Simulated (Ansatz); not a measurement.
Stretching the Si1–Cl2 bond in SiCl (multiplicity 2 held). Energies count from the point at 2.084 Å.


R- and RO- levels are restricted; in cc, def2 and unpolarised 6-31G sets they are followed outwards from rest. Unrestricted levels (U-) break spin symmetry where that is lower. Active spaces are followed from rest. Levels need not reach the same state.

Frozen-core correlation.

Run with Ansatz (Gaussian orbitals). Values without a source in brackets are computed.

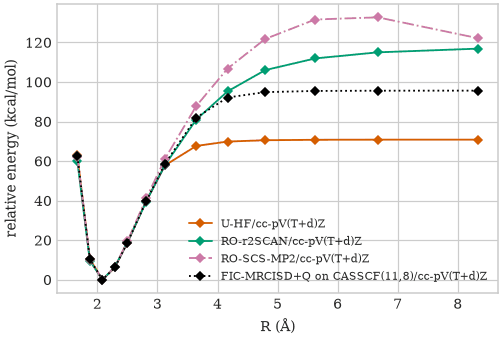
*Relative energy along the coordinate*

Q: Read off the U-HF/cc-pV(T+d)Z curve at R = 4.793.

A: about 71 kcal/mol

Doubts at one or more of the structures used: a spin-contaminated determinant (U-HF/cc-pV(T+d)Z); a restricted determinant that unrestricted orbitals would lower (RO-r2SCAN/cc-pV(T+d)Z, RO-SCS-MP2/cc-pV(T+d)Z).

Ansatz is a first-principles code.
